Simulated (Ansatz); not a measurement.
# AlH4OSi: the cost of one run

Method: UKS r2SCAN/def2-SVP, in Ansatz 0.2.0.

### Step 1. The starting structure

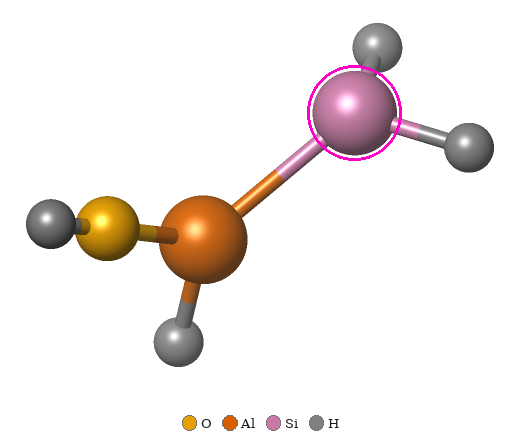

Start, viewed from a free direction; oxygen amber, aluminium orange, silicon pink, hydrogen grey. Ringed: Si3.

Structure file:

```xyz
7

O    -1.7989   -0.4343   -0.8861
Al   -0.2522    0.1140   -0.7552
Si    0.9317    0.0581    1.3138
H    -2.6892   -0.7401   -0.9899
H     0.2600    0.6232   -2.1415
H     1.5071    1.2815    1.9234
H     2.0416   -0.9024    1.5355
```

### Step 2. Relaxing end A

input.yaml reads:

```yaml
crystal:
  periodic: [false, false, false]
  atoms:
    - { symbol: O, position_ang: [-1.79893, -0.43426, -0.88607] }
    - { symbol: Al, position_ang: [-0.25221, 0.11401, -0.75518] }
    - { symbol: Si, position_ang: [0.9317, 0.05807, 1.3138] }
    - { symbol: H, position_ang: [-2.68924, -0.74014, -0.98989] }
    - { symbol: H, position_ang: [0.26, 0.62322, -2.14152] }
    - { symbol: H, position_ang: [1.50707, 1.28153, 1.92339] }
    - { symbol: H, position_ang: [2.04162, -0.90243, 1.53547] }
magnetization:
  spin_polarized: true
  initial_magnetization: 1
basis:
  gaussian: { orbitals: def2-SVP }
hamiltonian:
  xc: r2scan
relax:
  f_tol: 0.015
  max_steps: 40
output:
  orbitals: {}
```

Run with:

```
> ansatz run input.yaml --threads 2 --pin off --max-ram 3072MiB --backend cpu --events-out ev --progress --plain --runs-dir out
```

**Question.** How long does this run take on 2 threads of Arm Neoverse V2, shared host, and how much memory does it need?

About 79 s, with a peak of 0.2 GiB.
